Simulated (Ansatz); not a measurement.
# SiB₂H₆ (SMILES B[SiH2]B): one structure at several levels

How do the functionals fare away from a minimum? The structure is a structure displaced at random from a GFN2-xTB minimum.

Program: Ansatz 0.2.0, Gaussian basis. Level of theory: single points in def2-TZVPP. These are calculated values, not measurements.

Correlated methods freeze the cores.

### 1 Where the work starts

SMILES `B[SiH2]B`, 9 atoms, charge 0, spin multiplicity 1.

Atoms are counted from 1 here; the program's logs count them from 0.

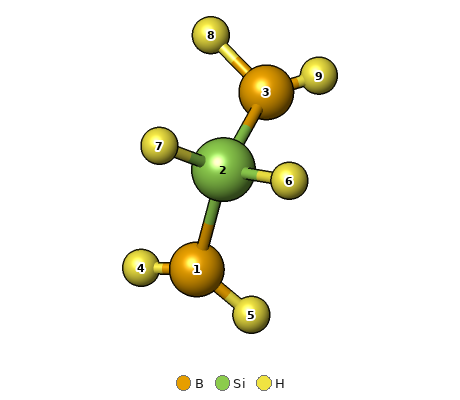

Start geometry, drawn with boron amber, silicon green, hydrogen yellow; atoms are numbered from 1 in the order of the file.

As a file:

```xyz
9
B2H6Si
B    -0.96730    0.43520   -1.13270
Si    0.59380    0.41070   -0.05470
B     0.12470   -0.93800    1.30930
H    -1.05330   -0.32190   -1.79240
H    -1.78570    1.11810   -0.78030
H     0.92540    1.69280    0.60100
H     1.81270    0.38900   -0.79790
H     0.69930   -2.07680    1.09870
H    -0.17520   -0.91510    2.17040
```

### 2 CCSD(T)/def2-TZVPP

File run/in.yaml:

```yaml
crystal:
  periodic: [false, false, false]
  atoms:
    - {symbol: B, position_ang: [-0.967300, 0.435200, -1.132700]}
    - {symbol: Si, position_ang: [0.593800, 0.410700, -0.054700]}
    - {symbol: B, position_ang: [0.124700, -0.938000, 1.309300]}
    - {symbol: H, position_ang: [-1.053300, -0.321900, -1.792400]}
    - {symbol: H, position_ang: [-1.785700, 1.118100, -0.780300]}
    - {symbol: H, position_ang: [0.925400, 1.692800, 0.601000]}
    - {symbol: H, position_ang: [1.812700, 0.389000, -0.797900]}
    - {symbol: H, position_ang: [0.699300, -2.076800, 1.098700]}
    - {symbol: H, position_ang: [-0.175200, -0.915100, 2.170400]}
basis:
  gaussian: {orbitals: def2-TZVPP}
correlation: {method: ccsd_t}
output: {forces: true}
```

No record of the launch command was kept for these runs.

### 3 PBE0-D4/def2-TZVPP

run/in.yaml, as its differences from that of step 2:

```diff
@@ -14,3 +14,3 @@
   gaussian: {orbitals: def2-TZVPP}
-correlation: {method: ccsd_t}
-output: {forces: true}
+hamiltonian: {xc: pbe0, dispersion: d4}
+output: {forces: true, orbitals: {seedname: orbitals}}
```

### 4 wB97M-V/def2-TZVPP

run/in.yaml, as its differences from that of step 3:

```diff
@@ -14,3 +14,3 @@
   gaussian: {orbitals: def2-TZVPP}
-hamiltonian: {xc: pbe0, dispersion: d4}
-output: {forces: true, orbitals: {seedname: orbitals}}
+hamiltonian: {xc: {name: wB97M-V}}
+output: {forces: true}
```

### 5 r2SCAN-D4/def2-TZVPP

run/in.yaml, as its differences from that of step 4:

```diff
@@ -14,3 +14,3 @@
   gaussian: {orbitals: def2-TZVPP}
-hamiltonian: {xc: {name: wB97M-V}}
+hamiltonian: {xc: r2scan, dispersion: d4}
 output: {forces: true}
```

### 6 PBE-D4/def2-TZVPP

run/in.yaml, as its differences from that of step 5:

```diff
@@ -14,3 +14,3 @@
   gaussian: {orbitals: def2-TZVPP}
-hamiltonian: {xc: r2scan, dispersion: d4}
+hamiltonian: {xc: pbe, dispersion: d4}
 output: {forces: true}
```

### 7 HSE06-D4/def2-TZVPP

run/in.yaml, as its differences from that of step 6:

```diff
@@ -14,3 +14,3 @@
   gaussian: {orbitals: def2-TZVPP}
-hamiltonian: {xc: pbe, dispersion: d4}
+hamiltonian: {xc: hse06, dispersion: d4}
 output: {forces: true}
```

### 8 r2SCANh-D4/def2-TZVPP

run/in.yaml, as its differences from that of step 7:

```diff
@@ -14,3 +14,3 @@
   gaussian: {orbitals: def2-TZVPP}
-hamiltonian: {xc: hse06, dispersion: d4}
+hamiltonian: {xc: {name: r2SCANh}, dispersion: d4}
 output: {forces: true}
```

(Steps that only read results are left out.)

Q: Predict the outcome of this session. Wanted: energy less free atoms, CCSD(T)/def2-TZVPP; RMS force component; RMS force error; HOMO and LUMO, PBE0-D4; T1 diagnostic.

**Answer**, as computed:

| quantity | value |
| --- | --- |
| energy less free atoms, CCSD(T)/def2-TZVPP | -2389.2 kJ/mol |
| RMS force component | 4.338 to 4.416 eV/Å over the methods |
| RMS force error | PBE0-D4 0.088, wB97M-V 0.098, r2SCAN-D4 0.093, PBE-D4 0.163, HSE06-D4 0.089, r2SCANh-D4 0.078 eV/Å |
| HOMO and LUMO, PBE0-D4 | -7.78 and -3.14 eV |
| T1 diagnostic | 0.016 |

What this shows: Against CCSD(T) the functionals' energies less atoms differ by -94.3 to -66.2 kJ/mol, PBE-D4 by -67.1 kJ/mol. The reference is not at the basis limit: in triple zeta CCSD(T) underbinds, which counts against methods that bind more; the gaps are no ranking. On forces the order runs from r2SCANh-D4 to PBE-D4. Frozen-core CCSD(T) forces in triple zeta carry basis errors of their own, and this is one geometry, so small gaps rank nothing.
